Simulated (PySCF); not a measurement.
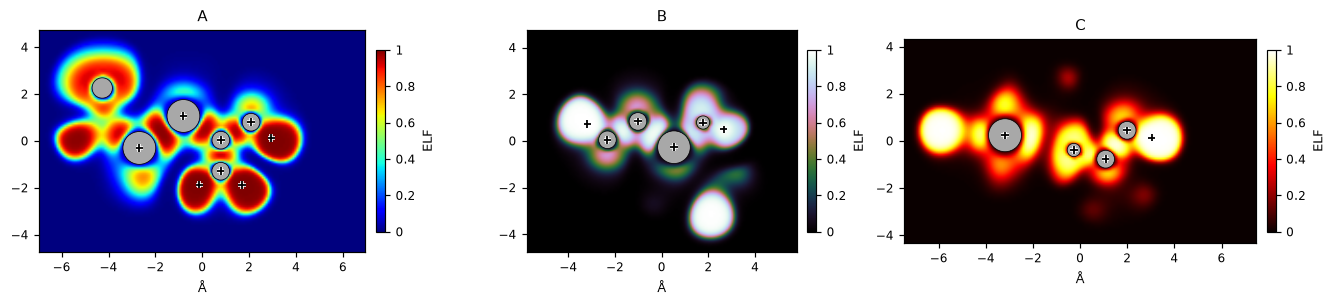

The electron localisation function of 3 systems, each on a plane through atoms (crosses mark nuclei in the plane; grey discs cover the cores).

Theory: PBE0/pcSseg-1, SCF density, gas phase, non-relativistic in PySCF 2.14.0.

System 1: C₅H₁₃ClSi₂, the plane of atoms H9, C1 and H10. Geometry: GFN2-xTB.

```xyz
21

C    -1.7160    0.2584   -1.8960
C    -1.7055    0.0142   -0.5930
C    -2.9773    0.0066    0.1993
Si   -0.1075   -0.3481    0.3695
C     0.0495    0.9400    1.7718
Si    1.7483   -0.2743   -1.0263
C     3.3156   -0.0160    0.0496
Cl    3.3165   -1.2041    1.3835
H    -0.8117    0.2622   -2.4830
H    -2.6290    0.4638   -2.4365
H    -3.8431    0.2048   -0.4297
H    -3.1086   -0.9601    0.6831
H    -2.9360    0.7618    0.9825
H    -0.2996   -1.6664    1.0118
H    -0.7757    0.8744    2.4755
H     0.9658    0.7870    2.3346
H     0.0673    1.9539    1.3787
H     2.0014   -1.5053   -1.7842
H     1.8405    0.8219   -2.0055
H     3.3551    0.9670    0.5129
H     4.2411   -0.1701   -0.4992
```

System 2: C₅H₁₅ClOSi₂, the plane of atoms C2, C3 and H14. Geometry: GFN2-xTB.

```yaml
atoms:
  - { symbol: C, position_ang: [-3.0495, 0.8626, -0.7188] }
  - { symbol: C, position_ang: [-2.0608, -0.2837, -0.5287] }
  - { symbol: C, position_ang: [-2.4533, -1.1626, 0.6544] }
  - { symbol: O, position_ang: [-0.7858, 0.2733, -0.3254] }
  - { symbol: Si, position_ang: [0.7033, -0.3183, -0.5857] }
  - { symbol: C, position_ang: [1.1392, -1.8338, 0.4927] }
  - { symbol: Si, position_ang: [1.8899, 1.5857, -0.0594] }
  - { symbol: C, position_ang: [3.6741, 1.4337, -0.7463] }
  - { symbol: Cl, position_ang: [4.4284, -0.0406, -0.0888] }
  - { symbol: H, position_ang: [-2.7372, 1.4878, -1.5513] }
  - { symbol: H, position_ang: [-4.0441, 0.4729, -0.9180] }
  - { symbol: H, position_ang: [-3.0777, 1.4733, 0.1802] }
  - { symbol: H, position_ang: [-2.0354, -0.8965, -1.4412] }
  - { symbol: H, position_ang: [-3.4538, -1.5610, 0.5098] }
  - { symbol: H, position_ang: [-1.7545, -1.9877, 0.7561] }
  - { symbol: H, position_ang: [-2.4333, -0.5740, 1.5683] }
  - { symbol: H, position_ang: [0.8040, -0.7927, -1.9854] }
  - { symbol: H, position_ang: [0.9033, -1.6536, 1.5396] }
  - { symbol: H, position_ang: [2.2006, -2.0556, 0.4350] }
  - { symbol: H, position_ang: [0.6055, -2.7313, 0.1851] }
  - { symbol: H, position_ang: [1.4256, 2.8637, -0.6301] }
  - { symbol: H, position_ang: [2.0737, 1.8532, 1.3764] }
  - { symbol: H, position_ang: [3.7151, 1.3428, -1.8288] }
  - { symbol: H, position_ang: [4.3111, 2.2618, -0.4485] }
```

System 3: C₅H₁₂O₂Si, the plane of atoms C7, C8 and H20. Geometry: GFN2-xTB.

```
atom    x (Å)    y (Å)    z (Å)
   C  -2.3282   0.6754  -2.2735
   C  -2.0939   0.0038  -1.1591
   C  -1.1781   0.4535  -0.0777
  Si   0.5100  -0.4215  -0.2670
   O   1.1267  -0.2055  -1.7666
   O   0.1512  -1.9920   0.0177
   C   1.8700   0.2313   0.8883
   C   1.5045   0.1345   2.3662
   H  -2.9774   0.2982  -3.0454
   H  -1.8916   1.6457  -2.4492
   H  -2.5399  -0.9697  -1.0090
   H  -1.6094   0.2172   0.8925
   H  -1.0351   1.5322  -0.1330
   H   0.5472  -0.1871  -2.5248
   H   0.8194  -2.6677  -0.0690
   H   2.1034   1.2669   0.6459
   H   2.7854  -0.3342   0.7091
   H   1.2573  -0.8901   2.6338
   H   0.6413   0.7575   2.5871
   H   2.3321   0.4622   2.9931
```

Q: Match each panel to its system.

A: Panel A is system 1, C₅H₁₃ClSi₂: the plane holds C, Si and H. C–C (1.33 Å): the ELF peaks at about 0.95 between the atoms; a short, multiple covalent bond. Panel B is system 3, C₅H₁₂O₂Si: the plane holds Si, O, C and H. Si–O (1.64 Å): the ELF peaks at about 0.85 between the atoms (a polar covalent bond). Panel C is system 2, C₅H₁₅ClOSi₂: the plane holds C, O, Si and H. C–O (1.41 Å): the ELF peaks at about 0.90 between the atoms; a shared but strongly polarised pair.
